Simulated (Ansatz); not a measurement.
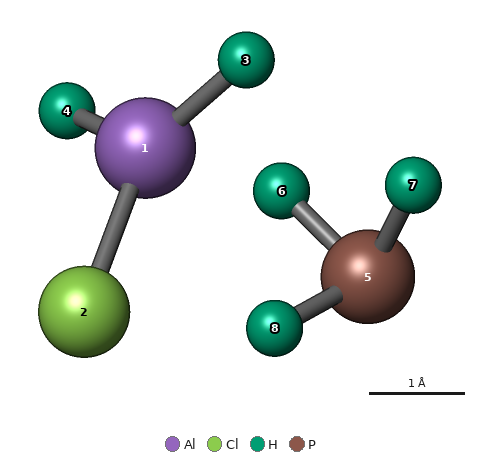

**Figure 1.** The input geometry (ball-and-stick view, seen at a tilt; atoms are numbered from 1 in the order of the input). Sticks mark near contacts. Bond lengths as drawn: Al–Cl 2.12 Å, Al–H 1.58 Å and H–P 1.43 Å.

**Run report: AlPH$_{5}$Cl, nudged elastic band (part 1 of 2)**

The run: nudged elastic band of AlPH$_{5}$Cl. Method and program: RKS PBE0-D4/def2-SVP (Ansatz 0.2.0).

The run did not end well. It belongs to a series of runs on one base structure; here: band between the two ends.

### The input
```yaml
crystal:
  periodic: [false, false, false]
  atoms:
    - { symbol: Al, position_ang: [0.030066, -0.016535, 0.217954] }
    - { symbol: Cl, position_ang: [-0.091109, 0.842345, 2.155992] }
    - { symbol: H, position_ang: [1.463074, -0.098329, -0.44367] }
    - { symbol: H, position_ang: [-1.334945, -0.253296, -0.542892] }
    - { symbol: P, position_ang: [0.204967, -3.150079, 1.061863] }
    - { symbol: H, position_ang: [-0.669018, -2.776281, -0.004892] }
    - { symbol: H, position_ang: [1.379752, -2.661126, 0.415062] }
    - { symbol: H, position_ang: [-0.013786, -1.947699, 1.812484] }
basis:
  gaussian: { orbitals: def2-SVP }
hamiltonian:
  xc: pbe0
  dispersion: d4
neb:
  order_check: false
  images: 5
  f_tol: 0.05
  max_iterations: 60
  optimiser: fire
  climbing: true
  final_atoms:
    - { symbol: Al, position_ang: [0.10404825, -0.45203498, -0.11735368] }
    - { symbol: Cl, position_ang: [-0.15521702, 0.25633512, 2.40501446] }
    - { symbol: H, position_ang: [1.47427337, 0.27583922, -0.45534802] }
    - { symbol: H, position_ang: [-1.30465824, 0.02924487, -0.6703696] }
    - { symbol: P, position_ang: [0.21714942, -2.63675562, 0.79930755] }
    - { symbol: H, position_ang: [-0.70645936, -3.34245097, -0.02062427] }
    - { symbol: H, position_ang: [1.41077993, -3.13367449, 0.20614269] }
    - { symbol: H, position_ang: [-0.07091534, -1.05750315, 2.52513187] }
  initial_path:
    images:
      - { positions_ang: [[0.030066, -0.016535, 0.217954], [-0.091109, 0.842345, 2.155992], [1.463074, -0.098329, -0.44367], [-1.334945, -0.253296, -0.542892], [0.204967, -3.150079, 1.061863], [-0.669018, -2.776281, -0.004892], [1.379752, -2.661126, 0.415062], [-0.013786, -1.947699, 1.812484]] }
      - { positions_ang: [[0.02061453, -0.01307175, 0.14083596], [-0.06044945, 0.56867331, 2.29281248], [1.42637102, -0.07091287, -0.5600792], [-1.33964094, -0.17313825, -0.62653269], [0.17207406, -2.91454318, 0.98328782], [-0.66691951, -2.94209515, -0.01380153], [1.40495272, -2.73631983, 0.55274065], [0.01199856, -1.77959228, 1.90263752]] }
      - { positions_ang: [[0.01116305, -0.00960849, 0.06371792], [-0.02978989, 0.29500161, 2.42963297], [1.38966803, -0.04349673, -0.67648841], [-1.34433689, -0.09298051, -0.71017339], [0.13918113, -2.67900736, 0.90471263], [-0.66482101, -3.10790931, -0.02271106], [1.43015345, -2.81151366, 0.69041929], [0.03778313, -1.61148557, 1.99279104]] }
      - { positions_ang: [[0.00171158, -0.00614524, -0.01340011], [0.00086966, 0.02132992, 2.56645345], [1.35296505, -0.0160806, -0.79289761], [-1.34903283, -0.01282276, -0.79381408], [0.10628819, -2.44347154, 0.82613745], [-0.66272252, -3.27372346, -0.0316206], [1.45535417, -2.88670748, 0.82809794], [0.06356769, -1.44337885, 2.08294457]] }
      - { positions_ang: [[0.0358238, -0.15477515, -0.0480513], [-0.05115923, 0.09966499, 2.51264045], [1.39340116, 0.08122601, -0.68038108], [-1.3342413, 0.00119978, -0.75266592], [0.14324193, -2.50789957, 0.81719415], [-0.67730147, -3.29663263, -0.02795515], [1.44049609, -2.96902982, 0.62077952], [0.01874002, -1.31475362, 2.23034034]] }
      - { positions_ang: [[0.06993602, -0.30340507, -0.08270249], [-0.10318813, 0.17800006, 2.45882745], [1.43383726, 0.17853262, -0.56786455], [-1.31944977, 0.01522233, -0.71151776], [0.18019568, -2.57232759, 0.80825085], [-0.69188042, -3.3195418, -0.02428971], [1.42563801, -3.05135216, 0.4134611], [-0.02608766, -1.18612838, 2.3777361]] }
      - { positions_ang: [[0.10404825, -0.45203498, -0.11735368], [-0.15521702, 0.25633512, 2.40501446], [1.47427337, 0.27583922, -0.45534802], [-1.30465824, 0.02924487, -0.6703696], [0.21714942, -2.63675562, 0.79930755], [-0.70645936, -3.34245097, -0.02062427], [1.41077993, -3.13367449, 0.20614269], [-0.07091534, -1.05750315, 2.52513187]] }
```

Hardware: 1 thread of Arm Neoverse V2, 24 GiB of memory available, shared host.

Launched with:
```bash
ansatz run input.yaml --threads 1 --pin off --max-ram 2048MiB --backend cpu --events-out ev --progress --plain --runs-dir out
```

### The program's output
```
Engine: ansatz 0.2.0, aarch64-unknown-linux-gnu
Functional definition: PBE0
  parameter a = 0.25
  parameter kappa = 0.804
  parameter beta = 0.06672455060314922
  exchange = (1 - a)*pbe_x(kappa = kappa, mu = beta*pi^2/3) + a*exact_x
  correlation = pbe_c(beta = beta)
796 factors; integrals over basis functions are off by at most 3.2e-4 eV
mean field evaluation 1: about -28470.4623 eV, gradient 1.3e1 eV
mean field evaluation 2: about -28470.7624 eV, gradient 9.0e0 eV
mean field evaluation 4: about -28470.9694 eV, gradient 2.7e-1 eV
mean field evaluation 8: about -28470.9717 eV, gradient 1.0e-2 eV
mean field -28470.97172547 eV, -1046.2889125932 hartree, gradient 1.9e-5 eV, S^2 0.000000; 0 other end points of the search recorded, 0 dependent functions left out
the calculation of the forces begins
reference -28470.97175262 eV, -1046.2889135911 hartree; 25, 25 occupied and 54, 54 virtual orbitals, 796 factors
798 factors; integrals over basis functions are off by at most 1.2e-3 eV
mean field evaluation 16: about -28469.8324 eV, gradient 7.4e0 eV
mean field -28470.01779716 eV, -1046.2538563743 hartree, gradient 2.2e-5 eV, S^2 0.000000; 0 other end points of the search recorded, 0 dependent functions left out
[... from here on the field's lines of each further geometry are left out, up to the last ...]
NEB iter   1: max|band force component| = 4.579e0 eV/Å  barrier→ = 1.7814 eV  barrier← = 0.8361 eV  Δτ_max = 0.0661 Å  (157 SCF iters)
NEB iter   2: max|band force component| = 1.681e0 eV/Å  barrier→ = 1.6083 eV  barrier← = 0.6631 eV  Δτ_max = 0.0793 Å  (126 SCF iters)
NEB iter   3: max|band force component| = 2.775e0 eV/Å  barrier→ = 1.3873 eV  barrier← = 0.4420 eV  Δτ_max = 0.0133 Å  (127 SCF iters)
NEB iter   4: max|band force component| = 2.274e0 eV/Å  barrier→ = 1.3153 eV  barrier← = 0.3700 eV  Δτ_max = 0.0237 Å  (106 SCF iters)
NEB iter   5: max|band force component| = 1.389e0 eV/Å  barrier→ = 1.2688 eV  barrier← = 0.3235 eV  Δτ_max = 0.0288 Å  (114 SCF iters)
NEB iter   6: max|band force component| = 1.154e0 eV/Å  barrier→ = 1.2086 eV  barrier← = 0.2633 eV  Δτ_max = 0.0263 Å  (116 SCF iters)
NEB iter   7: max|band force component| = 1.123e0 eV/Å  barrier→ = 1.1505 eV  barrier← = 0.2052 eV  Δτ_max = 0.0051 Å  (114 SCF iters)
NEB iter   8: max|band force component| = 1.048e0 eV/Å  barrier→ = 1.1345 eV  barrier← = 0.1892 eV  Δτ_max = 0.0098 Å  (95 SCF iters)
NEB iter   9: max|band force component| = 1.136e0 eV/Å  barrier→ = 1.1100 eV  barrier← = 0.1647 eV  Δτ_max = 0.0145 Å  (108 SCF iters)
NEB iter  10: max|band force component| = 1.134e0 eV/Å  barrier→ = 1.0942 eV  barrier← = 0.1489 eV  Δτ_max = 0.0190 Å  (109 SCF iters)
NEB iter  11: max|band force component| = 1.093e0 eV/Å  barrier→ = 1.0819 eV  barrier← = 0.1366 eV  Δτ_max = 0.0230 Å  (110 SCF iters)
NEB iter  12: max|band force component| = 1.045e0 eV/Å  barrier→ = 1.0677 eV  barrier← = 0.1225 eV  Δτ_max = 0.0269 Å  (111 SCF iters)
NEB iter  13: max|band force component| = 9.881e-1 eV/Å  barrier→ = 1.0525 eV  barrier← = 0.1072 eV  Δτ_max = 0.0338 Å  (115 SCF iters)
NEB iter  14: max|band force component| = 9.153e-1 eV/Å  barrier→ = 1.0347 eV  barrier← = 0.0894 eV  Δτ_max = 0.0419 Å  (113 SCF iters)
NEB iter  15: max|band force component| = 8.487e-1 eV/Å  barrier→ = 1.0143 eV  barrier← = 0.0690 eV  Δτ_max = 0.0512 Å  (115 SCF iters)
NEB iter  16: max|band force component| = 8.132e-1 eV/Å  barrier→ = 0.9908 eV  barrier← = 0.0455 eV  Δτ_max = 0.0614 Å  (113 SCF iters)
NEB iter  17: max|band force component| = 7.936e-1 eV/Å  barrier→ = 0.9731 eV  barrier← = 0.0278 eV  Δτ_max = 0.0730 Å  (114 SCF iters)
NEB iter  18: max|band force component| = 7.708e-1 eV/Å  barrier→ = 0.9702 eV  barrier← = 0.0249 eV  Δτ_max = 0.0871 Å  (113 SCF iters)
NEB iter  19: max|band force component| = 7.488e-1 eV/Å  barrier→ = 0.9682 eV  barrier← = 0.0229 eV  Δτ_max = 0.1030 Å  (111 SCF iters)
NEB iter  20: max|band force component| = 7.504e-1 eV/Å  barrier→ = 0.9675 eV  barrier← = 0.0222 eV  Δτ_max = 0.1184 Å  (116 SCF iters)
NEB iter  21: max|band force component| = 1.073e0 eV/Å  barrier→ = 0.9679 eV  barrier← = 0.0227 eV  Δτ_max = 0.1287 Å  (115 SCF iters)
NEB iter  22: max|band force component| = 1.298e0 eV/Å  barrier→ = 0.9695 eV  barrier← = 0.0243 eV  Δτ_max = 0.0265 Å  (116 SCF iters)
NEB iter  23: max|band force component| = 7.126e-1 eV/Å  barrier→ = 0.9699 eV  barrier← = 0.0246 eV  Δτ_max = 0.0413 Å  (112 SCF iters)
NEB iter  24: max|band force component| = 8.153e-1 eV/Å  barrier→ = 0.9705 eV  barrier← = 0.0252 eV  Δτ_max = 0.0490 Å  (110 SCF iters)
NEB iter  25: max|band force component| = 5.741e-1 eV/Å  barrier→ = 0.9704 eV  barrier← = 0.0251 eV  Δτ_max = 0.0560 Å  (111 SCF iters)
NEB iter  26: max|band force component| = 6.005e-1 eV/Å  barrier→ = 0.9686 eV  barrier← = 0.0233 eV  Δτ_max = 0.0126 Å  (110 SCF iters)
NEB iter  27: max|band force component| = 4.093e-1 eV/Å  barrier→ = 0.9677 eV  barrier← = 0.0224 eV  CI = image 5  Δτ_max = 0.0202 Å  (101 SCF iters)
NEB iter  28: max|band force component| = 5.112e-1 eV/Å  barrier→ = 0.9663 eV  barrier← = 0.0210 eV  CI = image 5  Δτ_max = 0.0130 Å  (107 SCF iters)
NEB iter  29: max|band force component| = 3.272e-1 eV/Å  barrier→ = 0.9658 eV  barrier← = 0.0205 eV  CI = image 5  Δτ_max = 0.0170 Å  (99 SCF iters)
NEB iter  30: max|band force component| = 6.017e-1 eV/Å  barrier→ = 0.9649 eV  barrier← = 0.0196 eV  CI = image 5  Δτ_max = 0.0130 Å  (101 SCF iters)
NEB iter  31: max|band force component| = 2.925e-1 eV/Å  barrier→ = 0.9645 eV  barrier← = 0.0192 eV  CI = image 5  Δτ_max = 0.0150 Å  (93 SCF iters)
NEB iter  32: max|band force component| = 5.481e-1 eV/Å  barrier→ = 0.9639 eV  barrier← = 0.0186 eV  CI = image 5  Δτ_max = 0.0137 Å  (99 SCF iters)
NEB iter  33: max|band force component| = 2.767e-1 eV/Å  barrier→ = 0.9636 eV  barrier← = 0.0183 eV  CI = image 5  Δτ_max = 0.0139 Å  (95 SCF iters)
NEB iter  34: max|band force component| = 6.439e-1 eV/Å  barrier→ = 0.9632 eV  barrier← = 0.0179 eV  CI = image 5  Δτ_max = 0.0138 Å  (96 SCF iters)
NEB iter  35: max|band force component| = 3.229e-1 eV/Å  barrier→ = 0.9630 eV  barrier← = 0.0177 eV  CI = image 5  Δτ_max = 0.0156 Å  (93 SCF iters)
NEB iter  36: max|band force component| = 6.189e-1 eV/Å  barrier→ = 0.9626 eV  barrier← = 0.0173 eV  CI = image 5  Δτ_max = 0.0151 Å  (95 SCF iters)
NEB iter  37: max|band force component| = 3.282e-1 eV/Å  barrier→ = 0.9624 eV  barrier← = 0.0171 eV  CI = image 5  Δτ_max = 0.0163 Å  (92 SCF iters)
NEB iter  38: max|band force component| = 6.920e-1 eV/Å  barrier→ = 0.9621 eV  barrier← = 0.0168 eV  CI = image 5  Δτ_max = 0.0147 Å  (96 SCF iters)
NEB iter  39: max|band force component| = 3.777e-1 eV/Å  barrier→ = 0.9620 eV  barrier← = 0.0167 eV  CI = image 5  Δτ_max = 0.0173 Å  (94 SCF iters)
NEB iter  40: max|band force component| = 6.719e-1 eV/Å  barrier→ = 0.9617 eV  barrier← = 0.0164 eV  CI = image 5  Δτ_max = 0.0163 Å  (95 SCF iters)
NEB iter  41: max|band force component| = 3.645e-1 eV/Å  barrier→ = 0.9616 eV  barrier← = 0.0163 eV  CI = image 5  Δτ_max = 0.0078 Å  (92 SCF iters)
NEB iter  42: max|band force component| = 3.100e-1 eV/Å  barrier→ = 0.9615 eV  barrier← = 0.0162 eV  CI = image 5  Δτ_max = 0.0155 Å  (91 SCF iters)
NEB iter  43: max|band force component| = 4.113e-1 eV/Å  barrier→ = 0.9613 eV  barrier← = 0.0160 eV  CI = image 5  Δτ_max = 0.0220 Å  (94 SCF iters)
NEB iter  44: max|band force component| = 2.432e-1 eV/Å  barrier→ = 0.9610 eV  barrier← = 0.0157 eV  CI = image 5  Δτ_max = 0.0269 Å  (96 SCF iters)
NEB iter  45: max|band force component| = 3.144e-1 eV/Å  barrier→ = 0.9607 eV  barrier← = 0.0154 eV  CI = image 5  Δτ_max = 0.0306 Å  (99 SCF iters)
NEB iter  46: max|band force component| = 2.465e-1 eV/Å  barrier→ = 0.9604 eV  barrier← = 0.0151 eV  CI = image 5  Δτ_max = 0.0333 Å  (98 SCF iters)
NEB iter  47: max|band force component| = 2.683e-1 eV/Å  barrier→ = 0.9601 eV  barrier← = 0.0148 eV  CI = image 5  Δτ_max = 0.0355 Å  (101 SCF iters)
NEB iter  48: max|band force component| = 3.732e-1 eV/Å  barrier→ = 0.9598 eV  barrier← = 0.0145 eV  CI = image 5  Δτ_max = 0.0345 Å  (103 SCF iters)
NEB iter  49: max|band force component| = 4.189e-1 eV/Å  barrier→ = 0.9595 eV  barrier← = 0.0142 eV  CI = image 5  Δτ_max = 0.0130 Å  (109 SCF iters)
NEB iter  50: max|band force component| = 2.906e-1 eV/Å  barrier→ = 0.9595 eV  barrier← = 0.0142 eV  CI = image 5  Δτ_max = 0.0227 Å  (97 SCF iters)
NEB iter  51: max|band force component| = 2.341e-1 eV/Å  barrier→ = 0.9596 eV  barrier← = 0.0143 eV  CI = image 5  Δτ_max = 0.0282 Å  (103 SCF iters)
NEB iter  52: max|band force component| = 2.048e-1 eV/Å  barrier→ = 0.9596 eV  barrier← = 0.0144 eV  CI = image 5  Δτ_max = 0.0348 Å  (103 SCF iters)
NEB iter  53: max|band force component| = 1.982e-1 eV/Å  barrier→ = 0.9597 eV  barrier← = 0.0144 eV  CI = image 5  Δτ_max = 0.0425 Å  (103 SCF iters)
NEB iter  54: max|band force component| = 3.278e-1 eV/Å  barrier→ = 0.9598 eV  barrier← = 0.0145 eV  CI = image 5  Δτ_max = 0.0105 Å  (103 SCF iters)
NEB iter  55: max|band force component| = 3.129e-1 eV/Å  barrier→ = 0.9598 eV  barrier← = 0.0145 eV  CI = image 5  Δτ_max = 0.0201 Å  (96 SCF iters)
NEB iter  56: max|band force component| = 2.422e-1 eV/Å  barrier→ = 0.9598 eV  barrier← = 0.0146 eV  CI = image 5  Δτ_max = 0.0275 Å  (98 SCF iters)
NEB iter  57: max|band force component| = 1.723e-1 eV/Å  barrier→ = 0.9599 eV  barrier← = 0.0146 eV  CI = image 5  Δτ_max = 0.0295 Å  (107 SCF iters)
NEB iter  58: max|band force component| = 1.806e-1 eV/Å  barrier→ = 0.9599 eV  barrier← = 0.0146 eV  CI = image 5  Δτ_max = 0.0060 Å  (107 SCF iters)
NEB iter  59: max|band force component| = 1.346e-1 eV/Å  barrier→ = 0.9599 eV  barrier← = 0.0146 eV  CI = image 5  Δτ_max = 0.0110 Å  (93 SCF iters)
the calculation of the forces begins
reference -28470.93766206 eV, -1046.2876607860 hartree; 25, 25 occupied and 54, 54 virtual orbitals, 796 factors
these checks for a lower state are left out or cut short: starts, cluster_reference, orbital_swaps, neighbouring_geometries, increment
798 factors; integrals over basis functions are off by at most 1.3e-3 eV
mean field -28469.99930623 eV, -1046.2531768452 hartree, gradient 4.4e-5 eV, S^2 0.000000; 0 other end points of the search recorded, 0 dependent functions left out
the calculation of the forces begins
reference -28469.99933354 eV, -1046.2531778490 hartree; 25, 25 occupied and 54, 54 virtual orbitals, 798 factors
NEB iter  60: max|band force component| = 1.436e-1 eV/Å  barrier→ = 0.9599 eV  barrier← = 0.0147 eV  CI = image 5  Δτ_max = 0.0150 Å  (95 SCF iters)
```
